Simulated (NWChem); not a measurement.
**CBrF: energy and gradient calculation**

The run: energy and gradient calculation of CBrF, multiplicity 3. Method and program: B3LYP/6-31G*, UKS (NWChem 7.3.0).

The geometry comes from this level: GFN2-xTB.

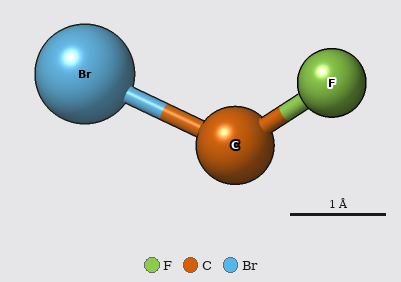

Figure 1. The structure as given in the input (ball-and-stick view, seen at an oblique angle). Bond lengths as drawn: Br–C 1.81 Å and C–F 1.32 Å.

Input
```python
from ase import Atoms
from ase.calculators.nwchem import NWChem

system = Atoms('FCBr', positions=[
    [0.230030, 1.270470, 0.267290],
    [-0.411350, 0.216990, -0.201130],
    [0.181320, -1.487460, -0.066150],
])

calc = NWChem(
    label='cbrf',
    theory='dft',
    memory='2200 mb',
    basis='6-31G*',
    basispar='spherical bse',
    dft={'xc': 'b3lyp', 'mult': '3', 'grid': 'xfine', 'convergence': 'energy 1e-08', 'iterations': '100', 'mulliken': None},
)
system.calc = calc

forces = system.get_forces()
e = system.get_potential_energy()
print(f"E = {e:.6f} eV")
print("forces (eV/A):")
for s, f in zip(system.symbols, forces):
    print(f"{s:2s} {f[0]:10.5f} {f[1]:10.5f} {f[2]:10.5f}")
```

File cbrf.nwi
```
title "cbrf"

permanent_dir cbrf

scratch_dir cbrf

start cbrf

geometry units angstrom nocenter noautosym noautoz
  F  2.3003000000000001e-01 1.2704700000000000e+00 2.6729000000000003e-01
  C  -4.1134999999999999e-01 2.1698999999999999e-01 -2.0113000000000000e-01
  Br 1.8132000000000001e-01 -1.4874600000000000e+00 -6.6150000000000000e-02
end

memory 2200 mb

basis spherical bse noprint
   * library 6-31G*
end

dft
  xc b3lyp
  mult 3
  grid xfine
  convergence energy 1e-08
  iterations 100
  mulliken
end

task dft gradient
```

Launched with:
```bash
export ASE_NWCHEM_COMMAND="nwchem PREFIX.nwi > PREFIX.nwo"
python run.py
```

What the program printed
```
E = -73787.959532 eV
forces (eV/A):
F     0.02736    0.03512    0.01887
C    -0.45606    1.18708   -0.11771
Br    0.42865   -1.22220    0.09883
```

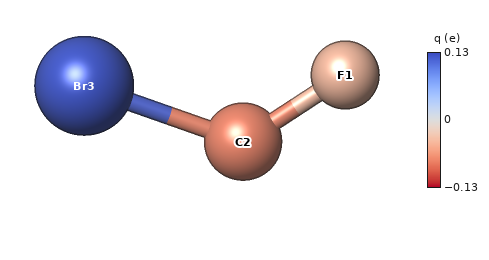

Figure 2. Löwdin charges, as the colour of each atom (ball-and-stick view, seen at a tilt; atoms are numbered from 1 in the order of the input). By element: F −0.04, C −0.08 and Br +0.12 e.

Key numbers

| quantity | value |
| --- | --- |
| outcome | converged |
| total energy | −2711.657520 hartree |
| basis functions | 60 |
| largest force | 1.299 eV/Å |
| ⟨S²⟩ | 2.005 |
| dipole moment | 0.51 D |
| hardware | 1 thread of AMD EPYC (Zen 3), 192 GiB of memory available, shared host |
| wall time | 30 s |
| peak memory | 0.11 GiB |
